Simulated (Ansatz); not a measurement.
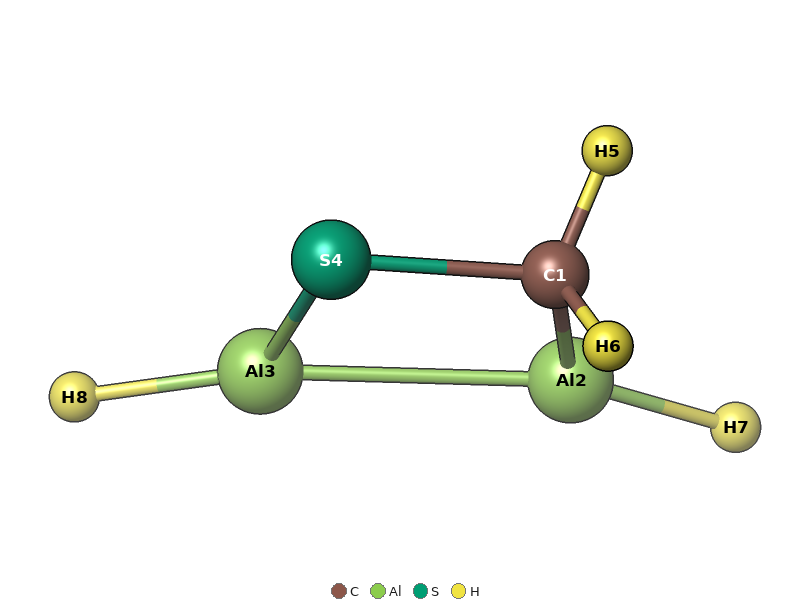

Depth is shown by fading: the farther an atom, the more it takes the colour of the background. The computed structure is the end point of a PBE0-D4/def2-TZVP optimisation. No frequency run is at hand to confirm it as a minimum.

### What is the conformation of the ring C1–Al2–Al3–S4?

It is planar. The Cremer–Pople amplitude Q is 0.01 Å.

### Give the torsion angles round the ring, beginning with the bond from its second to its third atom.

0°, 0°, 0°, 0°.
